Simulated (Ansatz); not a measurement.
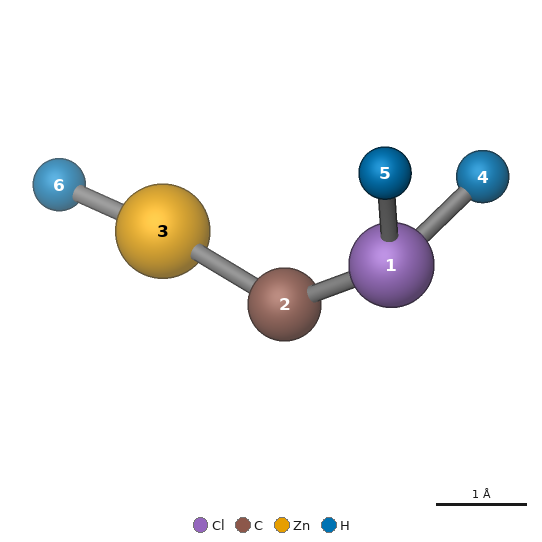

Orthographic view. Distant atoms are faded towards the background colour. The computed structure is the end point of a PBE0-D4/def2-TZVP optimisation. No frequency run is at hand to confirm it as a minimum.

Give the geometry as a Z-matrix, atoms in numerical order, with these reference atoms: 2 to 1; 3 to 2, 1; 4 to 1, 2, 3; 5 to 1, 4, 2; 6 to 3, 4, 1.

```
Cl 
C    1   1.542
Zn   2   1.889   1   137.4
H    1   1.493   2   124.2   3   -49.3
H    1   1.493   4    77.6   2  -123.2
H    3   1.535   4   147.7   1   163.8
```
